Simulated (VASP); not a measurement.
Band structure of ScAl$_{3}$ (space group Pm-3m). Calculation: LDA (Ceperley-Alder, Perdew-Zunger) with spin-orbit coupling, VASP's LDA PAW potentials (set 64) (plane waves; VASP 6.6.1).

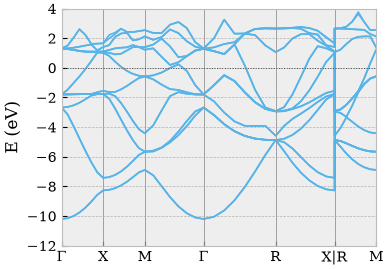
Bands along high-symmetry lines, zero at the valence-band maximum or, without a gap, the Fermi level

**Question.** Read the plot: is there a gap, and where are the band edges?

**Answer.** It has no gap at this level: it comes out as a metal or semimetal.

The structure comes from a computed database's ScAl3 entry (Pm-3m); how it stands against other phases isn't given here. It was relaxed first.
